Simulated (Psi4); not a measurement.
# MP2.5/6-31G(d,p) (Cartesian functions) run of CH5BO (BH2(OMe))

What is the energy change on altering one bond length of CH5BO (BH2(OMe)) at MP2.5/6-31G** (Cartesian functions)? 

The results are computed with Psi4 1.11.

6 further runs of the same task are left out: 1 that didn't finish, 5 set aside as unsound or not needed.

**1. The structure to begin with**

CH5BO: 8 atoms, total charge 0, spin state singlet. As SMILES, `[H]B([H])OC`. Geometry: relaxed at GFN2-xTB.

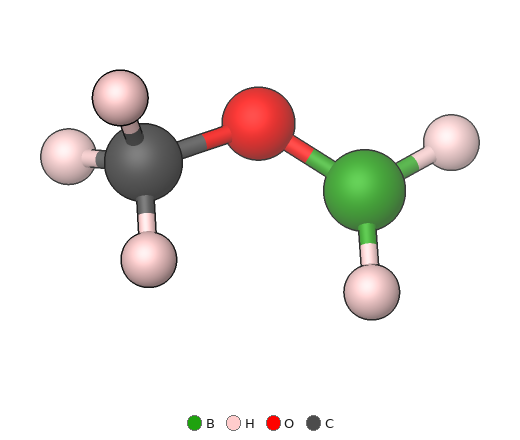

The structure, seen from a chosen angle (boron green, hydrogen pink, oxygen red, carbon dark grey).

**2. Energy and gradient at MP2.5/6-31G(d,p) (Cartesian functions)**

Contents of job.inp:

```
memory 1600 MB

molecule geom {
  B
  H 1 r2
  H 1 r3 2 a3
  O 1 r4 3 a4 2 d4
  C 4 r5 1 a5 3 d5
  H 5 r6 4 a6 1 d6
  H 5 r7 6 a7 4 d7
  H 5 r8 6 a8 7 d8

  r2 = 1.182545
  r3 = 1.172126
  a3 = 122.1684
  r4 = 1.320663
  a4 = 115.33431
  d4 = -179.82068
  r5 = 1.404303
  a5 = 124.9439
  d5 = -179.82088
  r6 = 1.092415
  a6 = 108.59756
  d6 = -126.18546
  r7 = 1.09293
  a7 = 108.78686
  d7 = 118.22131
  r8 = 1.093746
  a8 = 109.46483
  d8 = 119.37276
  units angstrom
  no_reorient
  no_com
}

set basis 6-31G**
set mp_type conv
set scf_type pk

energy_value, wavefunction = gradient('mp2.5', return_wfn=True)
```

Launch:

```console
$ psi4 -i job.inp -o job.out -n 1
```

job.out:

```text
[...]
  Running in c1 symmetry.
[...]
  Nuclear repulsion =   70.900504599861975
[...]
  Multiplicity = 1
[...]
  Nalpha       = 12
  Nbeta        = 12
[...]
    Number of basis functions: 70
[...]
   @RHF iter   1:  -140.30749808268109   -8.49222e-01   4.26065e-03 DIIS/ADIIS
[...]
   @RHF iter  13:  -140.35217270794809   -8.52651e-14   9.83624e-11 DIIS
[...]
    Orbital Energies [Eh]
    ---------------------
    Doubly Occupied:
       1A    -20.580485     2A    -11.286732     3A     -7.603955
       4A     -1.387462     5A     -0.953424     6A     -0.733802
       7A     -0.651041     8A     -0.640089     9A     -0.594448
      10A     -0.517533    11A     -0.476705    12A     -0.445813
[...]
  @RHF Final Energy:  -140.35217270794809
   => Energetics <=
    Nuclear Repulsion Energy =             70.9005045998619750
    One-Electron Energy =                -330.7623764460551570
    Two-Electron Energy =                 119.5096991382451108
    Total Energy =                       -140.3521727079480854
[...]
 Multipole Moments:
 ------------------------------------------------------------------------------------
     Multipole            Electronic (a.u.)      Nuclear  (a.u.)        Total (a.u.)
 ------------------------------------------------------------------------------------
 L = 1.  Multiply by 2.5417464519 to convert [e a0] to [Debye]
 Dipole X            :          0.0068544           -0.0095641           -0.0027097
 Dipole Y            :          1.6310412           -2.2402633           -0.6092221
 Dipole Z            :         -1.1596942            1.4978032            0.3381090
 Magnitude           :                                                    0.6967615
[...]
	SCS-MP2 Total Energy (a.u.)        :  -140.78251888673830
	SOS-MP2 Total Energy (a.u.)        :  -140.78359579825531
	SCSN-MP2 Total Energy (a.u.)       :  -140.52171076258625
[...]
	SOS-PI-MP2 Total Energy (a.u.)     :  -140.81678218981739
[...]
	MP2 Total Energy (a.u.)            :  -140.78036506370432
[...]
```

Wall time 32 s (1 thread of Intel Xeon at 2.50GHz (Skylake/Cascade Lake), shared host); peak memory 0.41 GiB.

**3. The distorted shape**

Contents of job.inp:

```
memory 1600 mb

molecule {
  B      0.833504     1.284595     0.998665
  H      1.967174     1.049675     0.757795
  H      0.515344     2.156045     1.715065
  O     -0.559180     0.310420     0.270760
  C     -0.408730    -0.775400    -0.606980
  H     -1.004290    -0.584470    -1.502650
  H     -0.786680    -1.677140    -0.118600
  H      0.636530    -0.928750    -0.890170
  no_reorient
  no_com
}

set globals {
  basis    6-31G**
  mp_type  conv
  scf_type pk
}

e_tot, wfn = gradient("mp2.5", return_wfn=True)
print_variables()
```

Launch:

```console
$ psi4 job.inp job.out -n 1
```

job.out:

```text
[...]
  Running in c1 symmetry.
[...]
  Nuclear repulsion =   63.784529836356079
[...]
  Multiplicity = 1
[...]
  Nalpha       = 12
  Nbeta        = 12
[...]
    Number of basis functions: 70
[...]
   @RHF iter   1:  -140.17037383538951   -1.29419e+00   5.63935e-03 ADIIS/DIIS
[...]
   @RHF iter  15:  -140.25185663286814    2.84217e-14   4.41583e-11 DIIS
[...]
    Orbital Energies [Eh]
    ---------------------
    Doubly Occupied:
       1A    -20.538041     2A    -11.253643     3A     -7.701351
       4A     -1.274559     5A     -0.883182     6A     -0.714130
       7A     -0.594386     8A     -0.592112     9A     -0.566200
      10A     -0.526787    11A     -0.417090    12A     -0.403337
[...]
  @RHF Final Energy:  -140.25185663286814
   => Energetics <=
    Nuclear Repulsion Energy =             63.7845298363560786
    One-Electron Energy =                -317.1431363180695371
    Two-Electron Energy =                 113.1067498488453111
    Total Energy =                       -140.2518566328681402
[...]
 Multipole Moments:
 ------------------------------------------------------------------------------------
     Multipole            Electronic (a.u.)      Nuclear  (a.u.)        Total (a.u.)
 ------------------------------------------------------------------------------------
 L = 1.  Multiply by 2.5417464519 to convert [e a0] to [Debye]
 Dipole X            :          3.5634600           -2.7027279            0.8607322
 Dipole Y            :         -7.9207804            8.0677983            0.1470179
 Dipole Z            :         -6.4928943            6.5742911            0.0813968
 Magnitude           :                                                    0.8769832
[...]
	SCS-MP2 Total Energy (a.u.)        :  -140.69151280472866
	SOS-MP2 Total Energy (a.u.)        :  -140.69306572217431
	SCSN-MP2 Total Energy (a.u.)       :  -140.42285599733461
[...]
	SOS-PI-MP2 Total Energy (a.u.)     :  -140.72700488289018
[...]
	MP2 Total Energy (a.u.)            :  -140.68840696983725
[...]
```

Wall time 35 s (1 thread of Intel Xeon at 2.50GHz (Skylake/Cascade Lake), shared host); peak memory 0.41 GiB.

**4. Results**

Level: MP2.5/6-31G** (Cartesian functions).

| quantity | value |
| --- | --- |
| first shape: total energy | -140.79245 Eh |
| first shape: HOMO energy (Hartree–Fock orbitals) | -12.13 eV |
| first shape: LUMO energy (Hartree–Fock orbitals) | 4.24 eV |
| first shape: HOMO–LUMO gap (Hartree–Fock orbitals) | 16.37 eV |
| first shape: correlation energy | -440.3 mEh |
| first shape: largest force on an atom | 1.134 eV/Å |
| distorted shape: total energy | -140.69842 Eh |
| distorted shape: HOMO energy (Hartree–Fock orbitals) | -10.98 eV |
| distorted shape: LUMO energy (Hartree–Fock orbitals) | 2.19 eV |
| distorted shape: HOMO–LUMO gap (Hartree–Fock orbitals) | 13.17 eV |
| distorted shape: correlation energy | -446.6 mEh |
| distorted shape: largest force on an atom | 6.171 eV/Å |
| energy change with the B1–O4 bond stretched from 1.321 to 1.849 Å | 2.559 eV |

**Reading.** With the B1–O4 bond stretched from 1.321 to 1.849 Å the energy rises by 2.56 eV (247 kJ/mol). The first shape isn't relaxed at this level, so the change isn't measured from a minimum. The largest force (first shape) is 1.13 eV/Å: the shape isn't a stationary point for this species at this level.
